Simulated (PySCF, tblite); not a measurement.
C₅H₁₀SSi, SMILES C[C@@H]1C=C(S[SiH3])C1, geometry in Å:

```xyz
17

C     -2.3392     0.9766    -0.1273
C     -1.4461    -0.0577     0.5373
C      0.0215     0.2924     0.6194
C      0.3904    -0.7232    -0.1634
S      1.8917    -1.3492    -0.7961
Si     3.3047     0.0885    -0.0485
C     -1.0060    -1.2441    -0.3663
H     -3.3227     0.5562    -0.3258
H     -2.4575     1.8452     0.5170
H     -1.9014     1.3024    -1.0683
H     -1.8807    -0.3774     1.4877
H      0.5444     1.0828     1.1249
H      4.5574    -0.4078    -0.5901
H      3.2602     0.0616     1.4076
H      2.9371     1.4000    -0.5671
H     -1.1906    -2.2373     0.0382
H     -1.3703    -1.1970    -1.3902
```

GIAO shifts, PBE0/pcSseg-1, PySCF, at a GFN2-xTB geometry (a minimum by its frequencies), against CS₂ for ³³S computed at the same level. Gas phase, fully decoupled, line heights follow the number of nuclei, widths are arbitrary (no quadrupolar broadening); values of one conformer, averaged over methyl-type rotors and exact or near symmetry; other conformers aren't averaged in.

### Which ³³S signals does it give?

1 signal.


| δ (ppm) | nuclei | atoms |
| --- | --- | --- |
| −106.9 | 1 | S5 |

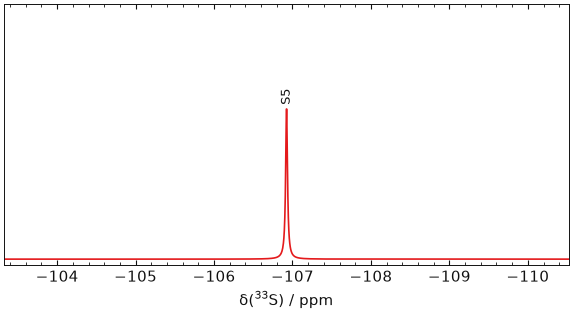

Caveats: the tight-binding geometry is rougher than a DFT one and adds to the error.
